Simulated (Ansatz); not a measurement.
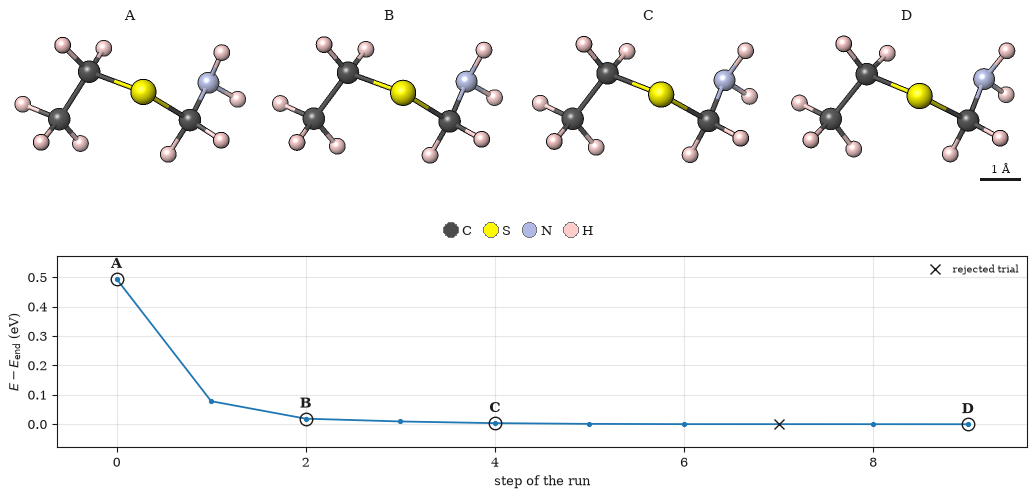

Frames of a relaxation of C₃H₉NS (coarse preliminary run), marked on the history of the run. Style: ball-and-stick. Shown face on.

The start comes from a force field.

These are results of Ansatz 0.2.0, RKS PBE-D4/def2-SVP, not measurements.

Input
```yaml
crystal:
  periodic: [false, false, false]
  atoms:
    - {symbol: C, position_ang: [-1.593300, 0.958500, 0.313400]}
    - {symbol: C, position_ang: [-0.159000, 1.309000, 0.279300]}
    - {symbol: S, position_ang: [0.789400, 0.103000, 1.217700]}
    - {symbol: C, position_ang: [0.771200, -1.331600, 0.150100]}
    - {symbol: N, position_ang: [1.391300, -1.100600, -1.111600]}
    - {symbol: H, position_ang: [-2.024200, 0.953700, 1.324400]}
    - {symbol: H, position_ang: [-2.165400, 1.805400, -0.201500]}
    - {symbol: H, position_ang: [-1.836300, 0.087200, -0.225500]}
    - {symbol: H, position_ang: [0.014600, 2.308200, 0.783300]}
    - {symbol: H, position_ang: [0.217300, 1.378500, -0.723700]}
    - {symbol: H, position_ang: [1.158800, -2.184000, 0.690800]}
    - {symbol: H, position_ang: [-0.327800, -1.603500, -0.006300]}
    - {symbol: H, position_ang: [2.282700, -0.753100, -0.881200]}
    - {symbol: H, position_ang: [1.467900, -1.959700, -1.580400]}
basis:
  gaussian: {orbitals: def2-SVP}
hamiltonian: {xc: pbe, dispersion: d4}
relax: {f_tol: 0.03, max_steps: 200}
```

Launched with:
```bash
ansatz run in.yaml --threads 4 --pin off --events-out ev --progress --plain --max-ram 10444MiB
```

**What happens along the run?**

The largest move after the best rigid fit is that of H14, 0.32 Å. Largest moves by element: H 0.32 Å, S 0.14 Å, C 0.14 Å, N 0.12 Å. Some distances before and after: C1–H8 1.053 → 1.109 Å, C1–C2 1.477 → 1.525 Å, S3–C4 1.788 → 1.835 Å, N5–H13 0.984 → 1.027 Å. Bond angles that change, for instance: C4–N5–H13 104.1° → 110.7°, S3–C4–H11 109.3° → 102.9°, H6–C1–H7 102.8° → 108.2°. Groups turn about C4–N5 by about 20°. The energy falls by 0.494 eV in 8 accepted moves (9 points after the start). The largest force component goes from 3 to 0.0056 eV/Å. The line search rejected the trial step at point 7 of the run. Cost: 15 s on 4 threads of Arm Neoverse V1, on a shared host. From step 0 to 2: H14 moves most (0.15 Å), energy −0.475 eV. From step 2 to 4: H14 moves most (0.11 Å), energy −0.015 eV. From step 4 to 9: H14 moves most (0.08 Å), energy −0.004 eV.
